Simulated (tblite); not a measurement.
# Molecular dynamics of C₃H₅FSn (part 1 of 3)

The run: molecular dynamics of C₃H₅FSn. Method and program: IPEA1-xTB, R-SCC, ddCOSMO solvent (tblite 0.8.0).

A bond length was changed on purpose from its optimised value.

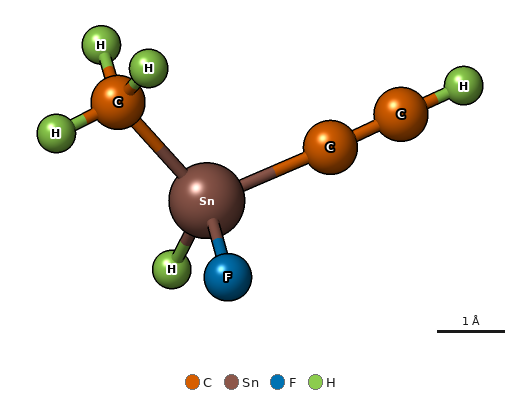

**Figure 1.** The input geometry (ball-and-stick view, seen at a tilt). Sticks mark near contacts.

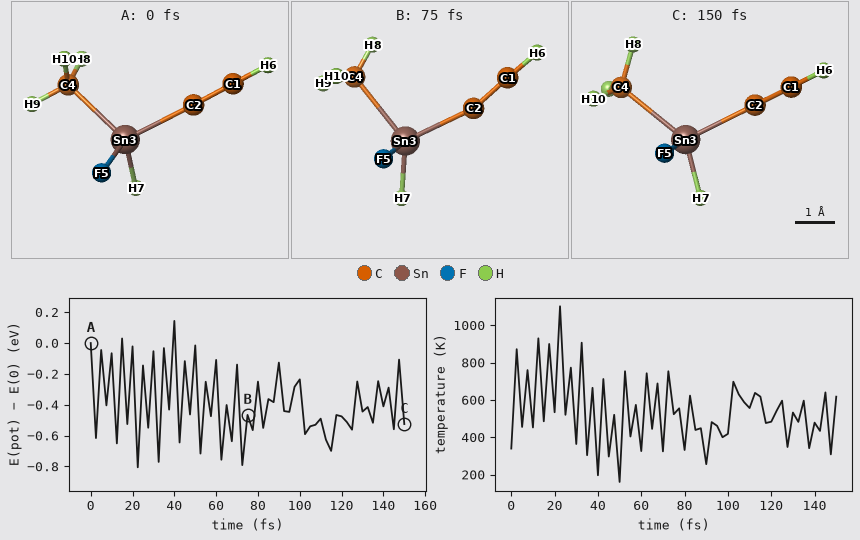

**Figure 2.** Frames of the molecular dynamics (ball-and-stick, seen at a tilt) above the curves, on which the letters mark them. The trajectory kept here has 61 frames over 150 fs. The temperature starts at 340 K, ranges from 161 to 1102 K and averages 501 K over the second half. The potential energy ends 0.525 eV below its first value. After an unweighted best fit of the last frame on the first, the root-mean-square displacement is 0.77 Å, and H8 has moved furthest (1.26 Å).

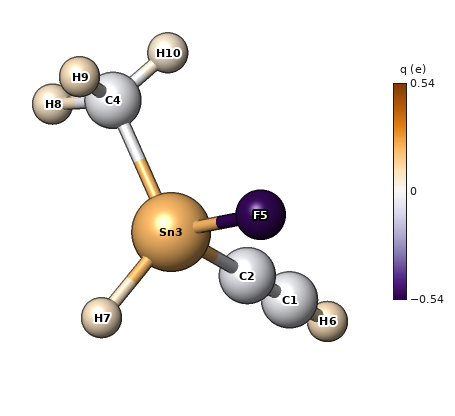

**Figure 3.** Mulliken charges, as the colour of each atom (ball-and-stick view, seen at a tilt; atoms are numbered from 1 in the order of the input). By element: C −0.04 to −0.03, Sn +0.21, F −0.52 and H +0.06 to +0.10 e.

The input and output of the run follow.

### Input (script.py)
```python
"""IPEA1-xTB molecular dynamics with ASE"""
import json
import numpy as np
from ase import Atoms
from ase.units import Bohr
from tblite.ase import TBLite
from ase.units import kJ, mol as mol_
from ase.units import Debye
from ase import units
from ase.md.velocitydistribution import MaxwellBoltzmannDistribution, Stationary, ZeroRotation
from ase.md.bussi import Bussi

atoms = Atoms(["C", "C", "Sn", "C", "F", "H", "H", "H", "H", "H"], positions=Bohr * np.array([
    [0.603201, 4.715812, -2.541115],
    [0.212594, 2.529776, -2.025597],
    [-0.524399, -1.194118, -1.027822],
    [-0.069164, -1.785602, 2.902997],
    [2.140682, -3.111812, -2.596295],
    [0.961493, 6.642009, -3.012979],
    [-3.223306, -2.240837, -2.421495],
    [-1.760367, -0.489823, 4.156152],
    [-0.279490, -3.787956, 3.331965],
    [1.814137, -1.158024, 3.448561],
]))
start = atoms.get_positions()

atoms.calc = TBLite(method="IPEA1-xTB", solvation=("ddX", 32.7, "cosmo"), verbosity=0)
MaxwellBoltzmannDistribution(atoms, temperature_K=300, rng=np.random.default_rng(920))
Stationary(atoms)
ZeroRotation(atoms)
dyn = Bussi(atoms, timestep=0.25 * units.fs, temperature_K=600, taut=100 * units.fs, rng=np.random.default_rng(920), trajectory="md.traj", logfile="-", loginterval=10)
dyn.run(600)
print(f"Potential energy: {atoms.get_potential_energy() / (kJ / mol_):.6f} kJ/mol")
print(f"Dipole: {np.linalg.norm(atoms.get_dipole_moment()) / Debye:.4f} D")
print("Charges:", np.round(atoms.get_charges(), 4))
print("Final positions (angstrom):")
for a in atoms:
    print(f"{a.symbol:<2} {a.x:12.6f} {a.y:12.6f} {a.z:12.6f}")
json.dump(dict(energy=atoms.get_potential_energy(), forces=atoms.get_forces().tolist(), dipole=atoms.get_dipole_moment().tolist(), charges=atoms.get_charges().tolist(),
               symbols=atoms.get_chemical_symbols(), start=start.tolist(), final=atoms.positions.tolist()), open("results.json", "w"))
```

Command:
```bash
python script.py
```

### Log
```
Time[ps]      Etot[eV]     Epot[eV]     Ekin[eV]    T[K]
0.0000        -482.1685    -482.6075       0.4390   339.6
0.0025        -482.0963    -483.2233       1.1270   871.9
0.0050        -482.0637    -482.6523       0.5885   455.3
0.0075        -482.0291    -483.0116       0.9826   760.1
0.0100        -482.0884    -482.6732       0.5848   452.5
0.0125        -482.0558    -483.2579       1.2021   930.0
0.0150        -481.9501    -482.5779       0.6278   485.7
0.0175        -481.9694    -483.1326       1.1631   899.8
0.0200        -481.9386    -482.6291       0.6905   534.2
0.0225        -481.9887    -483.4129       1.4242  1101.8
0.0250        -482.0803    -482.7528       0.6725   520.3
0.0275        -482.1574    -483.1568       0.9994   773.2
0.0300        -482.1898    -482.6604       0.4706   364.1
0.0325        -482.2060    -483.3779       1.1719   906.7
0.0350        -482.2469    -482.6402       0.3932   304.2
0.0375        -482.1794    -483.0388       0.8594   664.9
0.0400        -482.2099    -482.4640       0.2541   196.6
0.0425        -482.3316    -483.2521       0.9205   712.1
0.0450        -482.3408    -482.7243       0.3835   296.7
0.0475        -482.3979    -483.0708       0.6729   520.5
0.0500        -482.4151    -482.6229       0.2079   160.8
0.0525        -482.3496    -483.3238       0.9742   753.7
0.0550        -482.3359    -482.8581       0.5222   404.0
0.0575        -482.3403    -483.0819       0.7416   573.7
0.0600        -482.2955    -482.7168       0.4214   326.0
0.0625        -482.4033    -483.3639       0.9606   743.1
0.0650        -482.4340    -483.0090       0.5750   444.9
0.0675        -482.3542    -483.2442       0.8900   688.5
0.0700        -482.3276    -482.7472       0.4196   324.6
0.0725        -482.4243    -483.3989       0.9745   753.9
0.0750        -482.3965    -483.0733       0.6768   523.6
0.0775        -482.4544    -483.1720       0.7176   555.2
0.0800        -482.4285    -482.8574       0.4289   331.8
0.0825        -482.3522    -483.1578       0.8057   623.3
0.0850        -482.4028    -482.9705       0.5677   439.2
0.0875        -482.4111    -482.9909       0.5798   448.6
0.0900        -482.4033    -482.7340       0.3308   255.9
0.0925        -482.4263    -483.0485       0.6222   481.3
0.0950        -482.4573    -483.0538       0.5964   461.4
0.0975        -482.3736    -482.8910       0.5174   400.3
0.1000        -482.3020    -482.8428       0.5408   418.4
0.1025        -482.2962    -483.1982       0.9020   697.8
0.1050        -482.3330    -483.1472       0.8142   629.9
0.1075        -482.3776    -483.1373       0.7597   587.7
0.1100        -482.3779    -483.0976       0.7196   556.7
0.1125        -482.4092    -483.2336       0.8245   637.8
0.1150        -482.5084    -483.3067       0.7983   617.6
0.1175        -482.4582    -483.0739       0.6157   476.4
0.1200        -482.4579    -483.0828       0.6248   483.4
0.1225        -482.4179    -483.1193       0.7014   542.6
0.1250        -482.3985    -483.1691       0.7705   596.1
0.1275        -482.4069    -482.8566       0.4497   347.9
0.1300        -482.3634    -483.0518       0.6884   532.6
0.1325        -482.3986    -483.0223       0.6237   482.5
0.1350        -482.3537    -483.1244       0.7708   596.3
0.1375        -482.4129    -482.8543       0.4414   341.5
0.1400        -482.3995    -483.0181       0.6185   478.5
0.1425        -482.3352    -482.8963       0.5611   434.1
0.1450        -482.3385    -483.1664       0.8279   640.5
0.1475        -482.3161    -482.7148       0.3987   308.4
0.1500        -482.3343    -483.1327       0.7984   617.6
Potential energy: -46615.218802 kJ/mol
Dipole: 8.2860 D
Charges: [-0.031  -0.044   0.2073 -0.0259 -0.5168  0.0956  0.0814  0.0764  0.0955
  0.0614]
Final positions (angstrom):
C      0.535570     2.337697    -1.521227
C      0.017151     1.338316    -1.085246
Sn    -0.399584    -0.621715    -0.515350
C      0.145111    -1.150271     1.542632
F      1.604582    -1.428317    -1.388598
H      0.953601     3.243399    -1.878567
H     -1.018480    -1.214192    -1.833771
H      0.622473    -0.245935     2.116678
H     -0.807545    -1.357308     2.157346
H      0.811919    -1.956892     1.450513
```

### Trajectory as extended XYZ (Å, eV, eV/Å), 44 of the 61 frames kept, from step=0 to step=600
```
10
Properties=species:S:1:pos:R:3:forces:R:3 step=0 time_fs=0.0 energy=-482.60751 temperature=339.6
C     0.3192    2.4955   -1.3447    0.1133   0.5982  -0.1956
C     0.1125    1.3387   -1.0719    0.1495  -0.2348  -0.2016
Sn   -0.2775   -0.6319   -0.5439   -3.2569   0.8168   0.3847
C    -0.0366   -0.9449    1.5362   -2.9917   2.2651   2.1424
F     1.1328   -1.6467   -1.3739    1.3377  -0.8704  -0.8306
H     0.5088    3.5148   -1.5944   -0.0793  -0.3942   0.1349
H    -1.7057   -1.1858   -1.2814    1.3814   0.3935   0.3598
H    -0.9315   -0.2592    2.1993    3.7471  -2.8923  -2.5560
H    -0.1479   -2.0045    1.7632   -0.1308   0.2593   0.4128
H     0.9600   -0.6128    1.8249   -0.2701   0.0588   0.3494
10
Properties=species:S:1:pos:R:3:forces:R:3 step=10 time_fs=2.5 energy=-483.22331 temperature=871.9
C     0.3280    2.5101   -1.3359   -0.1634  -1.0717   0.1508
C     0.1120    1.3374   -1.0701    0.4022   1.4915  -0.5936
Sn   -0.2817   -0.6343   -0.5444   -2.3534   0.8205   0.5268
C    -0.0448   -0.9352    1.5343    1.8044   3.4839   0.5326
F     1.1406   -1.6463   -1.3749    1.3296  -0.8164  -0.8006
H     0.5331    3.5286   -1.5891   -0.1286  -0.5477   0.1912
H    -1.6241   -1.2627   -1.2625    0.6815   0.2898  -0.0033
H    -0.7644   -0.2682    2.0778    0.7294  -1.0187  -0.3404
H    -0.1187   -1.9347    1.8065   -0.5401  -2.2095   0.8748
H     1.0063   -0.6049    1.8581   -1.7616  -0.4219  -0.5383
10
Properties=species:S:1:pos:R:3:forces:R:3 step=30 time_fs=7.5 energy=-483.01163 temperature=760.1
C     0.3432    2.5195   -1.3141    0.0012  -0.3361  -0.0371
C     0.1167    1.3559   -1.0747   -0.0503  -0.4169  -0.0638
Sn   -0.2934   -0.6379   -0.5445   -0.2906   1.5899   0.9856
C    -0.0143   -0.9155    1.5194   -2.8956   0.4532   2.2988
F     1.1699   -1.6531   -1.3845    1.2669  -0.6024  -0.6063
H     0.5731    3.5210   -1.5583   -0.0247   0.0909   0.0388
H    -1.4215   -1.4138   -1.2742   -1.1209  -0.4682  -0.9182
H    -0.6862   -0.0760    2.0571    1.3570  -2.8032  -1.1665
H    -0.1482   -1.9562    1.9724   -0.4707   1.8937  -0.8579
H     0.9380   -0.6361    1.8511    2.2276   0.5991   0.3265
10
Properties=species:S:1:pos:R:3:forces:R:3 step=40 time_fs=10.0 energy=-482.67323 temperature=452.5
C     0.3499    2.5176   -1.3025    0.4859   1.9489  -0.5172
C     0.1196    1.3666   -1.0787   -0.4782  -2.4017   0.3509
Sn   -0.2996   -0.6386   -0.5438   -1.3075   0.7474   0.0057
C     0.0040   -0.9155    1.5157   -1.8251   4.1695   3.1837
F     1.1904   -1.6595   -1.3923    1.1975  -0.4740  -0.4830
H     0.5922    3.5303   -1.5408   -0.1565  -0.4456   0.1644
H    -1.3997   -1.5197   -1.3508    0.0776   0.5123   0.0212
H    -0.7339    0.0112    2.1069    2.7580  -3.8534  -2.2064
H    -0.2050   -1.8562    2.0057   -0.4280  -0.1554  -0.1583
H     1.0137   -0.6268    1.8471   -0.3238  -0.0480  -0.3609
10
Properties=species:S:1:pos:R:3:forces:R:3 step=60 time_fs=15.0 energy=-482.57794 temperature=485.7
C     0.3685    2.5323   -1.2845   -0.3068  -1.6658   0.2207
C     0.1192    1.3577   -1.0828    0.0829   0.4368  -0.2422
Sn   -0.3143   -0.6393   -0.5426   -1.2185  -0.3343  -0.5818
C     0.0301   -0.8655    1.5428    4.5087  -7.5229  -3.4459
F     1.2433   -1.6766   -1.4125    0.8969  -0.1847  -0.2361
H     0.6176    3.5297   -1.4899    0.0702   0.4529  -0.0564
H    -1.3195   -1.6110   -1.4763    0.4477   1.0595   0.5463
H    -0.5177   -0.2300    1.9571   -6.0602   8.1718   4.6859
H    -0.3751   -1.7700    2.0635    1.1984   0.0146  -1.0154
H     1.0645   -0.6456    1.7700    0.3807  -0.4278   0.1250
10
Properties=species:S:1:pos:R:3:forces:R:3 step=70 time_fs=17.5 energy=-483.13257 temperature=899.8
C     0.3772    2.5336   -1.2747   -0.2314  -1.3899   0.1580
C     0.1185    1.3506   -1.0856    0.3290   1.4509  -0.3773
Sn   -0.3229   -0.6397   -0.5424   -0.3417   0.2680   0.0446
C     0.0593   -0.8589    1.5491   -5.5064   0.7031   1.6623
F     1.2753   -1.6866   -1.4243    0.6940  -0.0416  -0.0774
H     0.6339    3.5584   -1.4659   -0.2240  -0.7538   0.1485
H    -1.2371   -1.5666   -1.4958   -0.2863   0.3766  -0.0223
H    -0.6331   -0.0171    2.0606    2.3756  -1.9079  -1.3030
H    -0.3999   -1.7761    2.0454    1.3899   1.1230  -1.0199
H     1.0734   -0.6945    1.7226    1.8013   0.1718   0.7864
10
Properties=species:S:1:pos:R:3:forces:R:3 step=80 time_fs=20.0 energy=-482.62914 temperature=534.2
C     0.3847    2.5280   -1.2642   -0.1734  -0.9665   0.1176
C     0.1193    1.3501   -1.0902    0.1992   0.7510  -0.2058
Sn   -0.3316   -0.6400   -0.5422    0.8712   1.2362   1.0232
C     0.0674   -0.8508    1.5611   -2.0639   4.7274   1.0426
F     1.3094   -1.6967   -1.4363    0.4488   0.0924   0.0651
H     0.6389    3.5503   -1.4348   -0.1409  -0.4618   0.0574
H    -1.1733   -1.5016   -1.5192   -1.1781  -0.5739  -0.9574
H    -0.6484    0.1279    2.1152    3.3971  -3.8677  -2.0564
H    -0.3502   -1.7322    1.9748   -0.0795  -1.0147   0.6015
H     1.1615   -0.7378    1.7154   -1.2805   0.0775   0.3122
10
Properties=species:S:1:pos:R:3:forces:R:3 step=100 time_fs=25.0 energy=-482.75284 temperature=520.3
C     0.3973    2.5065   -1.2422    0.3376   1.5019  -0.1633
C     0.1216    1.3510   -1.1008   -0.4571  -2.1439   0.2031
Sn   -0.3474   -0.6391   -0.5407    0.3395   0.0286  -0.6224
C     0.0679   -0.7881    1.5894    2.9141 -10.1676  -4.9904
F     1.3789   -1.7151   -1.4587   -0.1689   0.3610   0.3312
H     0.6423    3.5250   -1.3762    0.0318   0.1085  -0.0694
H    -1.2163   -1.4440   -1.6906    0.1247   0.4216   0.5846
H    -0.2767   -0.0278    2.0104   -4.4361   8.2037   5.0289
H    -0.2792   -1.8076    1.9401    0.1022   1.7084  -0.0655
H     1.1260   -0.8025    1.7344    1.2122  -0.0223  -0.2368
10
Properties=species:S:1:pos:R:3:forces:R:3 step=110 time_fs=27.5 energy=-483.15680 temperature=773.2
C     0.4046    2.5021   -1.2324    0.2479   1.2168  -0.1138
C     0.1202    1.3395   -1.1048   -0.1631  -1.0375   0.0906
Sn   -0.3545   -0.6384   -0.5401    0.1255  -0.2314  -1.0516
C     0.0799   -0.7895    1.5836   -1.8540   0.8778   1.0103
F     1.4114   -1.7223   -1.4679   -0.4391   0.4669   0.4393
H     0.6496    3.5360   -1.3562   -0.1131  -0.5519  -0.0026
H    -1.2536   -1.4026   -1.7549    0.5286   0.5849   1.1305
H    -0.2607    0.1868    2.1579    0.2693  -2.9737  -1.4302
H    -0.2586   -1.7887    1.9490   -0.3413   1.5073   0.1889
H     1.1249   -0.8285    1.7282    1.7393   0.1407  -0.2615
```
